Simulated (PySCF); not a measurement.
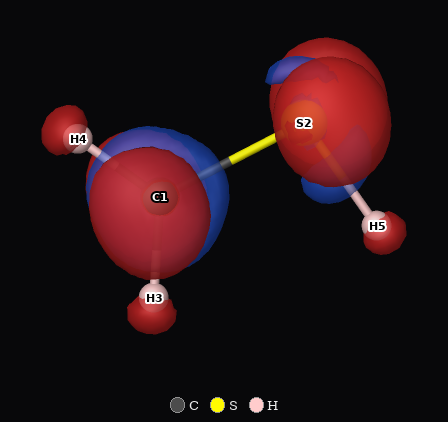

*CH₃S, doublet, SMILES `[CH2]S`. Fukui function f⁻ = ρ(N) − ρ(N−1) at fixed geometry, surfaces at ±0.05 e/Å³ (red positive, blue negative).*

Computed with PySCF, B3LYP/def2-SVPD, geometry: GFN2-xTB. No frequency check shows the geometry to be a minimum. GFN2-xTB bond lengths at metals and heavier atoms can be off by up to 0.1 Å and shapes distorted, which carries into these values. GFN2-xTB doesn't know the spin state, so this open-shell geometry is rough.

On which atoms does the density change most on removal of an electron?

Answer. f⁻ (Hirshfeld-condensed) is largest on S2 (0.43) and C1 (0.29); the vertical ionisation energy is 7.75 eV (to the singlet cation, which needn't be its lowest state). Condensed values hint at sites of electrophilic attack but needn't mark the atom that reacts. Orbital relaxation makes it negative in places (0.14 e in all).

```tsv
atom	f⁻	charge
C1	+0.29	−0.13
S2	+0.43	+0.01
H3	+0.10	+0.04
H4	+0.10	+0.04
H5	+0.08	+0.05
```
